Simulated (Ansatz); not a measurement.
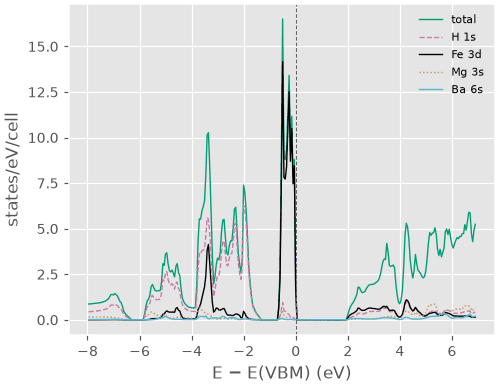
Figure: Total and projected density of states of BaMg2FeH8 in space group P-3m1 (No. 164; Pearson symbol hP12), the program Ansatz at the r²SCAN level (PAW)

### Question
Which orbitals carry the states next to the gap?

### Answer
Top 1 eV of the valence band: Fe 3d 90 %. Bottom 1 eV of the conduction band: Fe 3d 35 %, H 1s 21 %, outside the projected shells 36 %. Projections are on Löwdin-orthogonalised atomic valence shells; empty p or d shells of many metals are not among them.

### Question
Where is the tallest occupied peak in this window, and what makes it?

### Answer
Near -0.5 eV, about 17 states/eV per cell; the largest projected share is Fe 3d.

The workflow started from a Materials Project entry (that database holds measured and hypothetical structures alike); the Crystallography Open Database copy checked does not list it. Its standing as an ambient phase is unchecked. The cell was relaxed with r²SCAN under the symmetry of its start; whether a distortion lowers the energy is not shown. The run is not spin-polarised. Spin–orbit coupling is left out wherever it is not named.

Potentials: the later of the program's two PAW sets.
